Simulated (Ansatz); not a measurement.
# Geometry relaxation of SnH3ClO2 (part 2 of 2)

Continued. System: SnH3ClO2. Method: RKS PBE0-D4/def2-SVP (Ansatz 0.2.0). It belongs to a series of runs on one base structure; here: start relaxed.

Geometry of the input (Å):
```
Sn 0.0000  0.0000  0.0000
O  0.0000  0.0000  1.9600
H  -0.9095  -0.2814  2.2971
O  1.8483  0.0000  -0.6527
H  2.1646  -0.9521  -0.7693
Cl -1.1351  1.9666  -0.8025
H  -0.8195  -1.4198  -0.5794
```

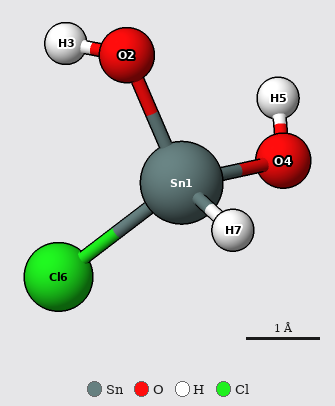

The geometry at step 13 of the log (ball-and-stick view, seen at a tilt; atoms are numbered from 1 in the order of the input).

**Trajectory as extended XYZ, continued**
```
7
Properties=species:S:1:pos:R:3:forces:R:3 step=3 energy=-22482.99796
Sn   -0.0542   -0.1072   -0.0308    0.1367  -0.0146   0.0213
O     0.0198   -0.1057    1.9427   -1.1424  -0.0194   0.3811
H    -0.8924   -0.0846    2.3283    1.1368   0.0085  -0.4249
O     1.8144    0.0331   -0.6392    0.1324  -0.5985  -0.0281
H     2.2168   -0.8504   -0.7479   -0.2096   0.5566   0.0781
Cl   -1.0527    1.8769   -0.7336   -0.0607   0.0752  -0.0201
H    -0.9030   -1.4488   -0.6663    0.0069  -0.0078  -0.0073
7
Properties=species:S:1:pos:R:3:forces:R:3 step=4 energy=-22483.03505
Sn   -0.0803   -0.1278   -0.0733   -0.1655  -0.0913  -0.0805
O     0.0080   -0.2617    1.8850    0.0910  -0.0036   0.1158
H    -0.7811    0.0606    2.3338   -0.0380   0.0560   0.0146
O     1.7666    0.0118   -0.7153    0.1313  -0.0505  -0.0190
H     2.2649   -0.8012   -0.5601    0.0038   0.0689   0.0085
Cl   -1.0899    1.8824   -0.6929   -0.0056   0.0254   0.0249
H    -0.9395   -1.4509   -0.7241   -0.0169  -0.0050  -0.0644
7
Properties=species:S:1:pos:R:3:forces:R:3 step=5 energy=-22483.04279
Sn   -0.1129   -0.1606   -0.0963    0.2337   0.0281   0.0904
O     0.0300   -0.2747    1.8703    0.0202  -0.0888  -0.1404
H    -0.7253    0.1065    2.3294   -0.0759   0.0721   0.0482
O     1.7537   -0.0042   -0.7136   -0.2273   0.0809  -0.0781
H     2.2877   -0.7712   -0.4838    0.0613  -0.0925   0.0747
Cl   -1.1031    1.8757   -0.6659   -0.0140  -0.0102   0.0062
H    -0.9812   -1.4582   -0.7868    0.0021   0.0104  -0.0010
7
Properties=species:S:1:pos:R:3:forces:R:3 step=6 energy=-22483.05938
Sn   -0.1275   -0.1864   -0.1181    0.0731   0.1167   0.0516
O    -0.0046   -0.3546    1.8415    0.3273  -0.3899  -0.2676
H    -0.6222    0.1946    2.3192   -0.3348   0.3582   0.2334
O     1.7282   -0.0513   -0.7595   -0.3619   0.3376  -0.2732
H     2.2993   -0.7051   -0.3604    0.3270  -0.3260   0.2683
Cl   -1.1220    1.8672   -0.6305    0.0182  -0.0272   0.0186
H    -1.0025   -1.4511   -0.8390   -0.0489  -0.0694  -0.0311
7
Properties=species:S:1:pos:R:3:forces:R:3 step=7 energy=-22483.06302
Sn   -0.1342   -0.1964   -0.1244    0.0777   0.0753   0.0456
O    -0.0154   -0.3775    1.8352    0.3665  -0.4817  -0.3418
H    -0.5893    0.2185    2.3075   -0.3715   0.4555   0.3020
O     1.7190   -0.0764   -0.7761   -0.5889   0.5265  -0.4741
H     2.3037   -0.6680   -0.3191    0.5551  -0.5099   0.4797
Cl   -1.1201    1.8653   -0.6162    0.0092  -0.0060   0.0146
H    -1.0148   -1.4522   -0.8537   -0.0482  -0.0598  -0.0259
7
Properties=species:S:1:pos:R:3:forces:R:3 step=8 energy=-22483.06554
Sn   -0.1346   -0.1990   -0.1271    0.0800   0.0449   0.0602
O    -0.0195   -0.3778    1.8330    0.3552  -0.4873  -0.3296
H    -0.5871    0.2275    2.3017   -0.3543   0.4506   0.2896
O     1.7186   -0.0799   -0.7794   -0.5548   0.4841  -0.4519
H     2.3051   -0.6652   -0.3145    0.5199  -0.4659   0.4576
Cl   -1.1203    1.8644   -0.6031   -0.0040   0.0177  -0.0040
H    -1.0135   -1.4567   -0.8575   -0.0420  -0.0440  -0.0217
7
Properties=species:S:1:pos:R:3:forces:R:3 step=9 energy=-22482.97824 accepted=F
Sn   -0.1618   -0.2502   -0.1649   -0.0032  -0.2190   0.0346
O    -0.0883   -0.4568    1.7967   -0.7711   1.5948   0.9130
H    -0.4708    0.3703    2.2378    0.8232  -1.6805  -0.9089
O     1.6844   -0.1524   -0.8483    1.5741  -0.9960   1.6035
H     2.3333   -0.5487   -0.1650   -1.5423   1.0079  -1.5866
Cl   -1.1096    1.8550   -0.4743   -0.1016   0.1592  -0.0976
H    -1.0383   -1.5039   -0.9289    0.0209   0.1336   0.0420
7
Properties=species:S:1:pos:R:3:forces:R:3 step=10 energy=-22483.09260
Sn   -0.1443   -0.2184   -0.1383   -0.0426  -0.0356  -0.0454
O    -0.0559   -0.4351    1.8186   -0.1429   0.1438   0.1279
H    -0.5154    0.2866    2.2752    0.1565  -0.1497  -0.0898
O     1.7042   -0.1064   -0.8031    0.1948  -0.1819   0.1209
H     2.3171   -0.6095   -0.2431   -0.1645   0.1983  -0.1139
Cl   -1.1213    1.8603   -0.5740   -0.0004   0.0159   0.0066
H    -1.0355   -1.4643   -0.8820   -0.0009   0.0092  -0.0062
7
Properties=species:S:1:pos:R:3:forces:R:3 step=11 energy=-22483.10824
Sn   -0.1619   -0.2369   -0.1522    0.0232  -0.0418  -0.0023
O    -0.0801   -0.4637    1.8050   -0.0930   0.1191   0.0941
H    -0.4468    0.3021    2.2720    0.1113  -0.1343  -0.1025
O     1.6906   -0.1487   -0.8147    0.1634  -0.1644   0.1391
H     2.3199   -0.5305   -0.1819   -0.1895   0.1618  -0.1246
Cl   -1.1067    1.8588   -0.5727   -0.0242   0.0463   0.0015
H    -1.0662   -1.4677   -0.9023    0.0089   0.0133  -0.0053
7
Properties=species:S:1:pos:R:3:forces:R:3 step=12 energy=-22483.12920
Sn   -0.1793   -0.2717   -0.1621   -0.0509   0.0586  -0.0792
O    -0.1255   -0.5005    1.7956   -0.0074   0.0679   0.0176
H    -0.3381    0.3329    2.2380    0.0292  -0.0712   0.0012
O     1.6757   -0.2309   -0.8222    0.1242  -0.1179   0.1634
H     2.3034   -0.4035   -0.1039   -0.1200   0.0927  -0.1313
Cl   -1.0891    1.8559   -0.5506    0.0130  -0.0300   0.0211
H    -1.0983   -1.4690   -0.9415    0.0118  -0.0001   0.0072
7
Properties=species:S:1:pos:R:3:forces:R:3 step=13 energy=-22483.12373 accepted=F
Sn   -0.2169   -0.2588   -0.1838    0.0187   0.0861  -0.0186
O    -0.1741   -0.5397    1.7648   -0.0315   0.0686   0.0434
H    -0.2665    0.2808    2.2626   -0.0109   0.0388   0.0376
O     1.6473   -0.3406   -0.8054   -0.0730  -0.0284  -0.2101
H     2.2803   -0.2380   -0.0881    0.0599   0.0632   0.1425
Cl   -1.0255    1.9318   -0.5912    0.0913  -0.3900   0.0789
H    -1.0959   -1.5223   -0.9056   -0.0546   0.1617  -0.0738
7
Properties=species:S:1:pos:R:3:forces:R:3 step=14 energy=-22483.13942
Sn   -0.1858   -0.2770   -0.1765    0.0171   0.0095   0.1120
O    -0.1386   -0.4995    1.7834    0.0285  -0.0178  -0.0178
H    -0.3311    0.3295    2.2398   -0.0009  -0.0052  -0.0191
O     1.6711   -0.3089   -0.8276    0.1102  -0.0526   0.1055
H     2.3049   -0.3200   -0.0952   -0.1243   0.0586  -0.1074
Cl   -1.0681    1.8660   -0.5284    0.0030   0.0169  -0.0266
H    -1.1036   -1.4767   -0.9424   -0.0336  -0.0093  -0.0466
7
Properties=species:S:1:pos:R:3:forces:R:3 step=15 energy=-22483.14257
Sn   -0.1866   -0.2843   -0.1498   -0.0230  -0.1266  -0.3496
O    -0.1088   -0.5201    1.8029   -0.0177   0.1096   0.0566
H    -0.3402    0.3022    2.2543    0.0040  -0.0400   0.0461
O     1.6628   -0.3753   -0.8282    0.0466   0.0200   0.2944
H     2.2810   -0.2230   -0.0968   -0.0497  -0.0058  -0.1996
Cl   -1.0315    1.8649   -0.5734    0.0133   0.0008   0.0822
H    -1.1280   -1.4512   -0.9559    0.0265   0.0421   0.0699
7
Properties=species:S:1:pos:R:3:forces:R:3 step=16 energy=-22483.14106 accepted=F
Sn   -0.1972   -0.3505   -0.1756    0.1621   0.3523   0.1734
O    -0.1279   -0.5123    1.7889   -0.0418  -0.0393   0.0363
H    -0.3666    0.3207    2.2175    0.0001  -0.0506  -0.0548
O     1.6645   -0.4316   -0.8059    0.2675   0.0441   0.2850
H     2.2767   -0.0863   -0.1294   -0.3369  -0.1712  -0.3521
Cl   -0.9267    1.8669   -0.4952   -0.0540  -0.0950  -0.0340
H    -1.1740   -1.4936   -0.9470    0.0030  -0.0402  -0.0538
7
Properties=species:S:1:pos:R:3:forces:R:3 step=17 energy=-22483.15310
Sn   -0.1844   -0.3046   -0.1555    0.0096  -0.0364  -0.1208
O    -0.1221   -0.5115    1.8028   -0.0052   0.0290   0.0199
H    -0.3718    0.3120    2.2411   -0.0066  -0.0109   0.0309
O     1.6647   -0.4214   -0.8196   -0.0320  -0.0233   0.0573
H     2.2936   -0.1645   -0.1333    0.0188   0.0187  -0.0318
Cl   -0.9961    1.8670   -0.5293    0.0001   0.0024   0.0232
H    -1.1351   -1.4636   -0.9529    0.0152   0.0204   0.0213
7
Properties=species:S:1:pos:R:3:forces:R:3 step=18 energy=-22483.15633
Sn   -0.1757   -0.3086   -0.1549   -0.0356  -0.0072   0.0730
O    -0.0915   -0.4911    1.8088   -0.0481   0.0639   0.0109
H    -0.4409    0.2902    2.2599    0.0319  -0.0788  -0.0800
O     1.6664   -0.4741   -0.8138    0.0541   0.0082   0.0291
H     2.2998   -0.1171   -0.1775   -0.0110  -0.0056  -0.0485
Cl   -0.9690    1.8716   -0.5212    0.0010   0.0093   0.0000
H    -1.1404   -1.4576   -0.9480    0.0076   0.0102   0.0154
7
Properties=species:S:1:pos:R:3:forces:R:3 step=19 energy=-22483.15648
Sn   -0.1707   -0.3123   -0.1492   -0.0242   0.0061   0.0605
O    -0.0979   -0.4884    1.8142    0.0993  -0.2389  -0.1463
H    -0.4657    0.2815    2.2548   -0.1070   0.2272   0.1102
O     1.6691   -0.4990   -0.8100    0.1711   0.1086   0.1523
H     2.3068   -0.0865   -0.2065   -0.1467  -0.0990  -0.1672
Cl   -0.9506    1.8744   -0.5122    0.0087   0.0003  -0.0064
H    -1.1421   -1.4564   -0.9379   -0.0011  -0.0043  -0.0030
7
Properties=species:S:1:pos:R:3:forces:R:3 step=20 energy=-22483.15824
Sn   -0.1685   -0.3149   -0.1462   -0.0106   0.0015   0.0206
O    -0.1064   -0.4947    1.8160   -0.0012  -0.0177   0.0096
H    -0.4709    0.2831    2.2564   -0.0025   0.0104  -0.0096
O     1.6722   -0.5071   -0.8058    0.0057   0.0266   0.0277
H     2.3064   -0.0716   -0.2217   -0.0055  -0.0135  -0.0344
Cl   -0.9411    1.8744   -0.5108    0.0115   0.0004  -0.0045
H    -1.1430   -1.4560   -0.9347    0.0026  -0.0077  -0.0094
7
Properties=species:S:1:pos:R:3:forces:R:3 step=21 energy=-22483.15925
Sn   -0.1718   -0.3308   -0.1312   -0.0168  -0.0022  -0.0098
O    -0.1664   -0.5185    1.8314   -0.0024  -0.0043  -0.0092
H    -0.4528    0.2998    2.2562   -0.0055   0.0040   0.0148
O     1.6690   -0.5305   -0.7849    0.0240  -0.0013  -0.0103
H     2.3050   -0.0135   -0.2753   -0.0096  -0.0045  -0.0009
Cl   -0.8992    1.8734   -0.5000    0.0002   0.0035   0.0006
H    -1.1350   -1.4664   -0.9430    0.0100   0.0048   0.0148
7
Properties=species:S:1:pos:R:3:forces:R:3 step=22 energy=-22483.15937
Sn   -0.1703   -0.3282   -0.1322   -0.0083   0.0003  -0.0001
O    -0.1647   -0.5168    1.8305    0.0018  -0.0006  -0.0040
H    -0.4613    0.2955    2.2600    0.0003  -0.0010  -0.0010
O     1.6698   -0.5291   -0.7901    0.0002  -0.0018   0.0011
H     2.3058   -0.0161   -0.2769    0.0021   0.0013   0.0007
Cl   -0.8972    1.8763   -0.5014    0.0005  -0.0036  -0.0006
H    -1.1334   -1.4683   -0.9368    0.0035   0.0054   0.0038
```

**Summary**

| quantity | value |
| --- | --- |
| outcome | converged |
| total energy | −22483.1594 eV |
| mean-field energy | −22483.0306 eV |
| largest force (length of the vector) at the end | 0.008 eV/Å |
| hardware | 2 threads of Arm Neoverse V1, 24 GiB of memory available, shared host |
| wall time | 58 s (CPU time 1.8 min) |
| peak memory | 0.19 GiB |
